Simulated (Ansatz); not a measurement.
# WCl₃F₃: one molecule under many settings

How do the results and run time of WCl₃F₃ respond when the settings are drawn wide?

The runs use Ansatz 0.2.0, Gaussian basis; the settings change from run to run.

## Step 1: The molecule

The geometry comes from an earlier relaxation with PBE0-D4 in a triple-zeta def2 set; it is a stationary point, not always the lowest conformer. W takes a core potential in def2 sets; no spin-orbit term is included.

7 atoms, charge 0, spin multiplicity 1.

Atoms are counted from 1 here; the program's logs count them from 0.

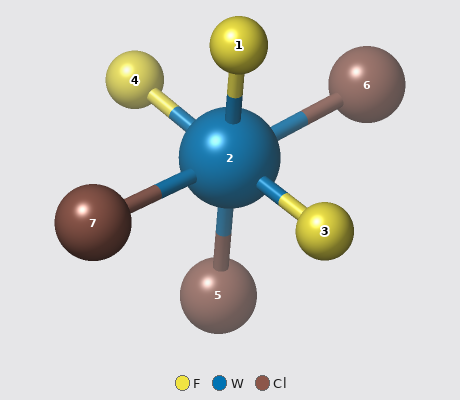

The geometry (fluorine yellow, tungsten blue, chlorine brown); atoms are numbered from 1 in the order of the file.

## Step 2: wB97X/def2-SVPD

Set apart from the defaults: atoms shaken by 0.03 Å.

Input file in.yaml:

```yaml
crystal:
  periodic: [false, false, false]
  atoms:
    - {symbol: F, position_ang: [-0.413412, -1.458983, 1.084063]}
    - {symbol: W, position_ang: [-0.038963, -0.050332, 0.020199]}
    - {symbol: F, position_ang: [1.547806, 0.274973, 0.993885]}
    - {symbol: F, position_ang: [-1.524335, -0.389888, -0.895797]}
    - {symbol: Cl, position_ang: [0.482171, 1.764222, -1.373059]}
    - {symbol: Cl, position_ang: [-1.148902, 1.386365, 1.397092]}
    - {symbol: Cl, position_ang: [1.144795, -1.516648, -1.298697]}
basis:
  gaussian: {orbitals: def2-SVPD}
hamiltonian: {xc: {name: wB97X}}
output: {forces: true}
```

On the command line:

```sh
> ansatz run in.yaml --threads 4 --pin off --events-out ev --progress --plain --max-ram 11315MiB
```

Output:

```text
Functional definition: wB97X
  name "wB97X"
  cite "Chai & Head-Gordon, J. Chem. Phys. 128, 084106 (2008) doi:10.1063/1.2834918"
  cite "Becke, J. Chem. Phys. 107, 8554 (1997) doi:10.1063/1.475007"
  parameter omega = 0.3/bohr
  parameter cx = 0.157706
  parameter cx1 = 0.726479
  parameter cx2 = 1.04760
  parameter cx3 = -5.70635
  parameter cx4 = 13.2794
  parameter css1 = -4.33879
  parameter css2 = 18.2308
  parameter css3 = -31.7430
  parameter css4 = 17.2901
  parameter cos1 = 2.37031
  parameter cos2 = -11.3995
  parameter cos3 = 6.58405
  parameter cos4 = -3.78132
  # The coefficients of nought are those of the uniform gas.
  exchange = spin_sum(e_x_unif_sr(omega)*poly(b97_u_x, 1 - cx, cx1, cx2, cx3, cx4)) + cx*exact_x_sr(omega)
      + exact_x_lr(omega)
  correlation = spin_sum(e_c_pw_same_spin*poly(b97_u_same, 1, css1, css2, css3, css4))
      + integral(e_c_pw_opposite_spin*poly(b97_u_opposite, 1, cos1, cos2, cos3, cos4))
1718 factors; integrals over basis functions are off by at most 4.6e-4 eV
522 factors; integrals over basis functions are off by at most 2.2e-5 eV
mean field evaluation 1: about -47518.4525 eV, gradient 8.0e1 eV
mean field evaluation 2: about -47469.7289 eV, gradient 1.9e2 eV
mean field evaluation 4: about -47531.4457 eV, gradient 7.8e0 eV
mean field evaluation 8: about -47531.6657 eV, gradient 4.0e-1 eV
mean field evaluation 16: about -47531.6661 eV, gradient 1.1e-3 eV
mean field -47531.66613307 eV, -1746.7565122699 hartree, gradient 3.9e-5 eV, S^2 0.000000; 0 other end points of the search recorded, 0 dependent functions left out
the calculation of the forces begins
reference -47531.66608440 eV, -1746.7565104814 hartree; 46, 46 occupied and 139, 139 virtual orbitals, 1718 factors
Total energy: -47531.66608440 eV, -1746.7565104814 hartree
Atom 0 at    -0.413412    -1.458983     1.084063 Å, force    -0.421713    -1.226621     1.269698 eV/Å
Atom 1 at    -0.038963    -0.050332     0.020199 Å, force     3.637690     2.425681     0.074372 eV/Å
Atom 2 at     1.547806     0.274973     0.993885 Å, force    -0.752457    -0.198764    -0.352060 eV/Å
Atom 3 at    -1.524335    -0.389888    -0.895797 Å, force    -2.174148    -0.401637    -1.397432 eV/Å
Atom 4 at     0.482171     1.764222    -1.373059 Å, force    -0.141228    -0.702689     0.279535 eV/Å
Atom 5 at    -1.148902     1.386365     1.397092 Å, force    -0.142773    -0.059535     0.226206 eV/Å
Atom 6 at     1.144795    -1.516648    -1.298697 Å, force    -0.005372     0.163565    -0.100318 eV/Å
Dipole moment:    -0.185289    -0.040024    -0.001664 e Å
```

It took 11 s on 4 threads of Arm Neoverse V2, shared host; peak memory 0.91 GiB.

Largest force 4.373 eV/Å, dipole 0.91 D.

## Step 3: wB97X-V/def2-TZVPD

This run has unrestricted orbitals, atoms shaken by 0.15 Å.

Input file in.yaml:

```yaml
crystal:
  periodic: [false, false, false]
  atoms:
    - {symbol: F, position_ang: [-0.633422, -1.325844, 1.194471]}
    - {symbol: W, position_ang: [-0.155479, 0.110732, 0.104262]}
    - {symbol: F, position_ang: [1.475435, 0.530669, 0.978444]}
    - {symbol: F, position_ang: [-1.491589, -0.343408, -0.931529]}
    - {symbol: Cl, position_ang: [0.754947, 1.663274, -1.472252]}
    - {symbol: Cl, position_ang: [-1.021652, 1.334944, 1.284734]}
    - {symbol: Cl, position_ang: [0.809749, -1.282455, -1.260239]}
basis:
  gaussian: {orbitals: def2-TZVPD}
magnetization: {spin_polarized: true, initial_magnetization: 0}
hamiltonian: {xc: {name: wB97X-V}}
```

The command is unchanged.

Output:

```text
Functional definition: wB97X-V
  name "wB97X-V"
  cite "Mardirossian & Head-Gordon, Phys. Chem. Chem. Phys. 16, 9904 (2014) doi:10.1039/C3CP54374A"
  cite "Becke, J. Chem. Phys. 107, 8554 (1997) doi:10.1063/1.475007"
  cite "Vydrov & Van Voorhis, J. Chem. Phys. 133, 244103 (2010) doi:10.1063/1.3521275"
  parameter omega = 0.3/bohr
  parameter cx = 0.167
  parameter cx1 = 0.603
  parameter cx2 = 1.194
  parameter css0 = 0.556
  parameter css1 = -0.257
  parameter cos0 = 1.219
  parameter cos1 = -1.850
  parameter b = 6.0
  parameter c = 0.01
  exchange = spin_sum(e_x_unif_sr(omega)*poly(b97_u_x, 1 - cx, cx1, cx2)) + cx*exact_x_sr(omega) + exact_x_lr(omega)
  correlation = spin_sum(e_c_pw_same_spin*poly(b97_u_same, css0, css1))
      + integral(e_c_pw_opposite_spin*poly(b97_u_opposite, cos0, cos1)) + vv10(b, c)
1844 factors; their error is unknown
399 factors; integrals over basis functions are off by at most 3.1e-5 eV
mean field evaluation 1: about -47534.0948 eV, gradient 5.2e1 eV
mean field evaluation 2: about -47508.7660 eV, gradient 1.1e2 eV
mean field evaluation 4: about -47543.7116 eV, gradient 3.6e0 eV
mean field evaluation 8: about -47543.7629 eV, gradient 1.2e-1 eV
mean field evaluation 16: about -47543.8405 eV, gradient 7.5e-4 eV
mean field -47543.84049766 eV, -1747.2039119165 hartree, gradient 6.0e-5 eV, S^2 0.000000; 0 other end points of the search recorded, 0 dependent functions left out
reference -47543.84049357 eV, -1747.2039117663 hartree; 46, 46 occupied and 255, 255 virtual orbitals, 1844 factors
Total energy: -47543.84049357 eV, -1747.2039117663 hartree
```

Wall time 33 s (4 threads of Arm Neoverse V2, shared host); peak memory 2.2 GiB.

⟨S²⟩ 0.000.

## Step 4: BHLYP/def2-mTZVP

Set apart from the defaults: a grid of angular degree 11, D4 dispersion.

Input file in.yaml:

```yaml
crystal:
  periodic: [false, false, false]
  atoms:
    - {symbol: F, position_ang: [-0.410798, -1.436269, 1.141909]}
    - {symbol: W, position_ang: [-0.006587, -0.023042, 0.018306]}
    - {symbol: F, position_ang: [1.519906, 0.276394, 1.001912]}
    - {symbol: F, position_ang: [-1.548419, -0.376120, -0.922657]}
    - {symbol: Cl, position_ang: [0.488682, 1.708653, -1.358393]}
    - {symbol: Cl, position_ang: [-1.175642, 1.337568, 1.420810]}
    - {symbol: Cl, position_ang: [1.132848, -1.487194, -1.301877]}
basis:
  gaussian: {orbitals: def2-mTZVP, final_grid: {core_spheres: 5, valence_spheres: 4, degree: 11}}
hamiltonian: {xc: {name: BHLYP}, dispersion: d4}
```

Same command.

Output:

```text
Functional definition: BHLYP
  name "BHLYP"
  cite "Becke, J. Chem. Phys. 98, 1372 (1993) doi:10.1063/1.464304"
  cite "Becke, Phys. Rev. A 38, 3098 (1988) doi:10.1103/PhysRevA.38.3098"
  cite "Lee, Yang & Parr, Phys. Rev. B 37, 785 (1988) doi:10.1103/PhysRevB.37.785"
  parameter a = 0.5
  exchange = (1 - a)*b88_x + a*exact_x
  correlation = lyp_c
1403 factors; integrals over basis functions are off by at most 2.4e-4 eV
mean field evaluation 1: about -47535.2531 eV, gradient 7.8e1 eV
mean field evaluation 2: about -47474.4538 eV, gradient 2.1e2 eV
mean field evaluation 4: about -47546.4617 eV, gradient 9.4e0 eV
mean field evaluation 8: about -47546.6564 eV, gradient 9.4e-1 eV
mean field evaluation 16: about -47546.6582 eV, gradient 4.4e-4 eV
mean field -47546.65822442 eV, -1747.3074614651 hartree, gradient 5.5e-5 eV, S^2 0.000000; 0 other end points of the search recorded, 0 dependent functions left out
reference -47546.65842189 eV, -1747.3074687217 hartree; 46, 46 occupied and 113, 113 virtual orbitals, 1403 factors
Total energy: -47547.11115661 eV, -1747.3241064160 hartree
```

It took 1.7 s on 4 threads of Arm Neoverse V2, shared host.

## Step 5: B3LYP5/def2-mTZVPP

This run has charge +1, multiplicity 2.

in.yaml, as its differences from that of step 4:

```diff
@@ -11,3 +11,6 @@
 basis:
-  gaussian: {orbitals: def2-mTZVP, final_grid: {core_spheres: 5, valence_spheres: 4, degree: 11}}
-hamiltonian: {xc: {name: BHLYP}, dispersion: d4}
+  gaussian: {orbitals: def2-mTZVPP}
+total_charge: 1
+magnetization: {spin_polarized: true, initial_magnetization: 1}
+hamiltonian: {xc: {name: B3LYP5}}
+output: {forces: true}
```

Launched as before.

Output:

```text
Functional definition: B3LYP5
  name "B3LYP5"
  cite "Stephens, Devlin, Chabalowski & Frisch, J. Phys. Chem. 98, 11623 (1994) doi:10.1021/j100096a001"
  cite "Becke, Phys. Rev. A 38, 3098 (1988) doi:10.1103/PhysRevA.38.3098"
  cite "Lee, Yang & Parr, Phys. Rev. B 37, 785 (1988) doi:10.1103/PhysRevB.37.785"
  cite "Vosko, Wilk & Nusair, Can. J. Phys. 58, 1200 (1980) doi:10.1139/p80-159"
  parameter a0 = 0.2
  parameter ax = 0.72
  parameter ac = 0.81
  exchange = (1 - a0 - ax)*slater_x + ax*b88_x + a0*exact_x
  correlation = (1 - ac)*vwn5_c + ac*lyp_c
1760 factors; integrals over basis functions are off by at most 2.0e-4 eV
mean field evaluation 1: about -47521.5977 eV, gradient 6.9e1 eV
mean field evaluation 2: about -47260.0963 eV, gradient 2.6e2 eV
mean field evaluation 4: about -47532.1172 eV, gradient 3.4e1 eV
mean field evaluation 8: about -47535.6875 eV, gradient 7.8e-1 eV
mean field evaluation 16: about -47535.7943 eV, gradient 1.3e-2 eV
mean field evaluation 32: about -47535.7943 eV, gradient 2.9e-5 eV
mean field evaluation 64: about -47535.6241 eV, gradient 8.9e-1 eV
mean field evaluation 96: about -47535.4291 eV, gradient 1.2e0 eV
mean field -47535.79425599 eV, -1746.9082179891 hartree, gradient 1.2e-5 eV, S^2 0.768137; 9 other end points of the search recorded, 0 dependent functions left out
the calculation of the forces begins
reference -47535.79451955 eV, -1746.9082276747 hartree; 46, 45 occupied and 143, 144 virtual orbitals, 1760 factors
Total energy: -47535.79451955 eV, -1746.9082276747 hartree
Atom 0 at    -0.410798    -1.436269     1.141909 Å, force     0.006464     0.022542    -0.018014 eV/Å
Atom 1 at    -0.006587    -0.023042     0.018306 Å, force    -0.557895    -1.952530     1.551525 eV/Å
Atom 2 at     1.519906     0.276394     1.001912 Å, force     0.295515     0.177220     0.066750 eV/Å
Atom 3 at    -1.548419    -0.376120    -0.922657 Å, force    -0.225903     0.066324    -0.260294 eV/Å
Atom 4 at     0.488682     1.708653    -1.358393 Å, force     0.323333     1.131024    -0.898971 eV/Å
Atom 5 at    -1.175642     1.337568     1.420810 Å, force    -0.419983     0.888698     0.368263 eV/Å
Atom 6 at     1.132848    -1.487194    -1.301877 Å, force     0.578469    -0.333279    -0.809259 eV/Å
Dipole moment:     0.125468     0.438817    -0.348817 e Å
```

It took 33 s on 4 threads of Arm Neoverse V2, shared host; peak memory 0.98 GiB.

Largest force 2.556 eV/Å, ⟨S²⟩ 0.768.

## Step 6: B2PLYP/def2-TZVP

Set apart from the defaults: a point charge of -1.00 e beside it, high accuracy, the search for lower states set to off.

in.yaml, as its differences from that of step 5:

```diff
@@ -11,6 +11,6 @@
 basis:
-  gaussian: {orbitals: def2-mTZVPP}
-total_charge: 1
-magnetization: {spin_polarized: true, initial_magnetization: 1}
-hamiltonian: {xc: {name: B3LYP5}}
+  gaussian: {orbitals: def2-TZVP, point_charges: [{charge: -1.00, position_ang: [5.408, -0.307, -0.370]}]}
+hamiltonian: {xc: {name: B2PLYP}}
+accuracy: high
+scf: {lower_state_search: off}
 output: {forces: true}
```

Same command.

Output:

```text
Functional definition: B2PLYP
  name "B2PLYP"
  cite "Grimme, J. Chem. Phys. 124, 034108 (2006) doi:10.1063/1.2148954"
  cite "Becke, Phys. Rev. A 38, 3098 (1988) doi:10.1103/PhysRevA.38.3098"
  cite "Lee, Yang & Parr, Phys. Rev. B 37, 785 (1988) doi:10.1103/PhysRevB.37.785"
  parameter a = 0.53
  parameter c = 0.27
  exchange = (1 - a)*b88_x + a*exact_x
  correlation = (1 - c)*lyp_c + c*(mp2_os + mp2_ss)
these checks for a lower state are left out or cut short: starts, cluster_reference, orbital_swaps, neighbouring_geometries, increment
4117 factors; integrals over basis functions are off by at most 1.7e-8 eV
mean field evaluation 1: about -47510.4485 eV, gradient 7.8e1 eV
mean field evaluation 2: about -47510.8416 eV, gradient 7.8e1 eV
mean field evaluation 4: about -47521.5977 eV, gradient 1.6e1 eV
mean field evaluation 8: about -47521.9785 eV, gradient 1.6e0 eV
mean field evaluation 16: about -47521.9838 eV, gradient 4.3e-3 eV
mean field evaluation 32: about -47521.9838 eV, gradient 5.0e-8 eV
mean field -47521.98384859 eV, -1746.4006948780 hartree, gradient 5.0e-8 eV, S^2 0.000000; 0 other end points of the search recorded, 0 dependent functions left out
18 core orbitals not correlated: weight in the atoms' cores, before any rotation towards them, 1.000 or more for the frozen orbitals, at most 0.000 for the correlated occupied ones
reference -47521.98387655 eV, -1746.4006959056 hartree; 28, 28 occupied and 198, 198 virtual orbitals, 4117 factors
second order -59.39963665 eV of doubles, -0.00000000 eV of singles
the calculation of the forces begins
Total energy: -47538.02177844 eV, -1746.9900779294 hartree
Atom 0 at    -0.410798    -1.436269     1.141909 Å, force    -0.283622    -0.503203     0.464938 eV/Å
Atom 1 at    -0.006587    -0.023042     0.018306 Å, force     1.699519    -0.135734    -0.353107 eV/Å
Atom 2 at     1.519906     0.276394     1.001912 Å, force    -0.089598     0.061978     0.103655 eV/Å
Atom 3 at    -1.548419    -0.376120    -0.922657 Å, force    -0.853078    -0.142199    -0.397820 eV/Å
Atom 4 at     0.488682     1.708653    -1.358393 Å, force     0.030153     0.330700    -0.227771 eV/Å
Atom 5 at    -1.175642     1.337568     1.420810 Å, force    -0.450152     0.427050     0.471533 eV/Å
Atom 6 at     1.132848    -1.487194    -1.301877 Å, force     0.021559    -0.030822    -0.031959 eV/Å
Dipole moment:     0.417914     0.034281    -0.187228 e Å
Checks for a lower state left out: starts, cluster_reference, orbital_swaps, neighbouring_geometries, increment
```

Wall time 76 s (4 threads of Arm Neoverse V2, shared host); peak memory 2 GiB.

Largest force 1.741 eV/Å, dipole 2.21 D.

## Step 7: PBE0/ANO-RCC-VTZP

Options: unrestricted orbitals.

in.yaml, as its differences from that of step 6:

```diff
@@ -11,6 +11,5 @@
 basis:
-  gaussian: {orbitals: def2-TZVP, point_charges: [{charge: -1.00, position_ang: [5.408, -0.307, -0.370]}]}
-hamiltonian: {xc: {name: B2PLYP}}
-accuracy: high
-scf: {lower_state_search: off}
+  gaussian: {orbitals: ANO-RCC-VTZP}
+magnetization: {spin_polarized: true, initial_magnetization: 0}
+hamiltonian: {xc: {name: PBE0}}
 output: {forces: true}
```

The command is unchanged.

Output:

```text
Functional definition: PBE0
  name "PBE0"
  cite "Adamo & Barone, J. Chem. Phys. 110, 6158 (1999) doi:10.1063/1.478522"
  cite "Perdew, Burke & Ernzerhof, Phys. Rev. Lett. 77, 3865 (1996) doi:10.1103/PhysRevLett.77.3865"
  parent pbe
  parameter a = 0.25
  parameter kappa = 0.804
  parameter beta = 0.06672455060314922
  exchange = (1 - a)*pbe_x(kappa = kappa, mu = beta*pi^2/3) + a*exact_x
  correlation = pbe_c(beta = beta)
2168 factors; integrals over basis functions are off by at most 5.9e-4 eV
mean field evaluation 1: about -485158.5433 eV, gradient 6.2e1 eV
mean field evaluation 2: about -485027.2151 eV, gradient 2.4e2 eV
mean field evaluation 4: about -485168.3519 eV, gradient 1.5e1 eV
mean field evaluation 8: about -485169.0973 eV, gradient 8.3e-1 eV
mean field evaluation 16: about -485169.0997 eV, gradient 2.2e-4 eV
mean field -485169.09967030 eV, -17829.6355534562 hartree, gradient 1.7e-5 eV, S^2 0.000000; 0 other end points of the search recorded, 0 dependent functions left out
the calculation of the forces begins
reference -485169.09972462 eV, -17829.6355554524 hartree; 76, 76 occupied and 220, 220 virtual orbitals, 2168 factors
Total energy: -485169.09972462 eV, -17829.6355554524 hartree
Relativity: scalar
Atom 0 at    -0.410798    -1.436269     1.141909 Å, force     0.051275     0.178873    -0.142447 eV/Å
Atom 1 at    -0.006587    -0.023042     0.018306 Å, force    -0.029955    -0.104420     0.083267 eV/Å
Atom 2 at     1.519906     0.276394     1.001912 Å, force    -0.178316    -0.038118    -0.111687 eV/Å
Atom 3 at    -1.548419    -0.376120    -0.922657 Å, force     0.178237     0.037701     0.111960 eV/Å
Atom 4 at     0.488682     1.708653    -1.358393 Å, force    -0.022420    -0.078225     0.062233 eV/Å
Atom 5 at    -1.175642     1.337568     1.420810 Å, force     0.055565    -0.065066    -0.066539 eV/Å
Atom 6 at     1.132848    -1.487194    -1.301877 Å, force    -0.054386     0.069257     0.063212 eV/Å
Dipole moment:     0.041880     0.146353    -0.116400 e Å
```

Wall time 61 s (4 threads of Arm Neoverse V2, shared host); peak memory 2.3 GiB.

Largest force 0.234 eV/Å, dipole 0.92 D, ⟨S²⟩ 0.000.

## Step 8: B3LYP5/def2-TZVP

Options: finite nuclei.

in.yaml, as its differences from that of step 7:

```diff
@@ -11,5 +11,4 @@
 basis:
-  gaussian: {orbitals: ANO-RCC-VTZP}
-magnetization: {spin_polarized: true, initial_magnetization: 0}
-hamiltonian: {xc: {name: PBE0}}
+  gaussian: {orbitals: def2-TZVP, nuclear_model: gaussian}
+hamiltonian: {xc: {name: B3LYP5}}
 output: {forces: true}
```

Same command.

Output:

```text
Functional definition: B3LYP5
  name "B3LYP5"
  cite "Stephens, Devlin, Chabalowski & Frisch, J. Phys. Chem. 98, 11623 (1994) doi:10.1021/j100096a001"
  cite "Becke, Phys. Rev. A 38, 3098 (1988) doi:10.1103/PhysRevA.38.3098"
  cite "Lee, Yang & Parr, Phys. Rev. B 37, 785 (1988) doi:10.1103/PhysRevB.37.785"
  cite "Vosko, Wilk & Nusair, Can. J. Phys. 58, 1200 (1980) doi:10.1139/p80-159"
  parameter a0 = 0.2
  parameter ax = 0.72
  parameter ac = 0.81
  exchange = (1 - a0 - ax)*slater_x + ax*b88_x + a0*exact_x
  correlation = (1 - ac)*vwn5_c + ac*lyp_c
1650 factors; their error is unknown
mean field evaluation 1: about -47538.0803 eV, gradient 7.9e1 eV
mean field evaluation 2: about -47398.3784 eV, gradient 3.1e2 eV
mean field evaluation 4: about -47547.1655 eV, gradient 2.7e1 eV
mean field evaluation 8: about -47548.4667 eV, gradient 1.8e-1 eV
mean field evaluation 16: about -47548.5910 eV, gradient 7.2e-4 eV
mean field -47548.59104804 eV, -1747.3784914227 hartree, gradient 5.1e-5 eV, S^2 0.000000; 0 other end points of the search recorded, 0 dependent functions left out
the calculation of the forces begins
reference -47548.59132948 eV, -1747.3785017655 hartree; 46, 46 occupied and 198, 198 virtual orbitals, 1650 factors
Total energy: -47548.59132948 eV, -1747.3785017655 hartree
Atom 0 at    -0.410798    -1.436269     1.141909 Å, force    -0.123725    -0.432994     0.344013 eV/Å
Atom 1 at    -0.006587    -0.023042     0.018306 Å, force     0.033733     0.118268    -0.093782 eV/Å
Atom 2 at     1.519906     0.276394     1.001912 Å, force     0.465023     0.086117     0.304888 eV/Å
Atom 3 at    -1.548419    -0.376120    -0.922657 Å, force    -0.472762    -0.113319    -0.283322 eV/Å
Atom 4 at     0.488682     1.708653    -1.358393 Å, force     0.113390     0.396630    -0.315282 eV/Å
Atom 5 at    -1.175642     1.337568     1.420810 Å, force    -0.270169     0.293769     0.331114 eV/Å
Atom 6 at     1.132848    -1.487194    -1.301877 Å, force     0.254509    -0.348472    -0.287630 eV/Å
Dipole moment:     0.039903     0.139441    -0.110904 e Å
```

Wall time 7 s (4 threads of Arm Neoverse V2, shared host); peak memory 0.95 GiB.

Largest force 0.567 eV/Å, dipole 0.88 D.

## Step 9: All runs side by side

```
             level  charge  multiplicity               geometry  functions  energy (eV)   time
   wB97X/def2-SVPD       0             1                 shaken        185   -47531.666   11 s
wB97X-V/def2-TZVPD       0             1                 shaken        301   -47543.840   33 s
  BHLYP/def2-mTZVP       0             1                relaxed        159   -47547.111  1.7 s
B3LYP5/def2-mTZVPP       1             2                relaxed        189   -47535.795   33 s
  B2PLYP/def2-TZVP       0             1  relaxed, point charge        244   -47538.022   76 s
 PBE0/ANO-RCC-VTZP       0             1                relaxed        296  -485169.100   61 s
  B3LYP5/def2-TZVP       0             1                relaxed        244   -47548.591    7 s
```

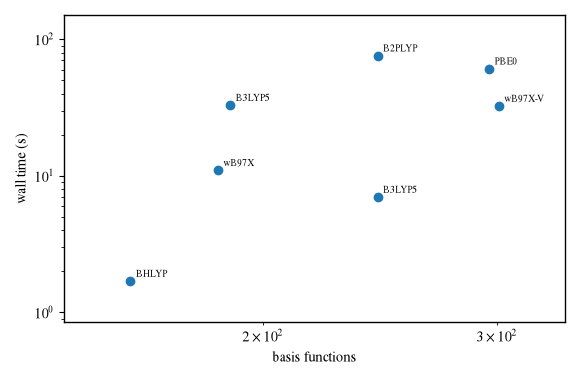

Wall time against the number of basis functions (shared host).

## Step 10: Summary of results

```
                                         quantity                    value
                                             runs                        7
                                         quickest  BHLYP/def2-mTZVP, 1.7 s
                                          slowest   B2PLYP/def2-TZVP, 76 s
spread of total energies, same state and geometry              437622.0 eV
                  dipole, same state and geometry           0.88 to 0.92 D
```

**Reading.** B2PLYP/def2-TZVP took 45 times as long as BHLYP/def2-mTZVP. The jobs differ in tasks and options as well as level. Total energies at one charge and spin differ by 437622 eV between levels, so only differences within one level mean anything. Some of these runs are scalar-relativistic and others not, which shifts the totals of all-electron atoms past neon by several eV an atom and more; core potentials, where a basis has them, take the core out of the total altogether. At the PBE0-D4/def2-TZVP geometry and in the same state, the sound runs without point charges leave forces up to 0.57 eV/Å (B3LYP5/def2-TZVP), against 4.4 eV/Å where the atoms were moved.
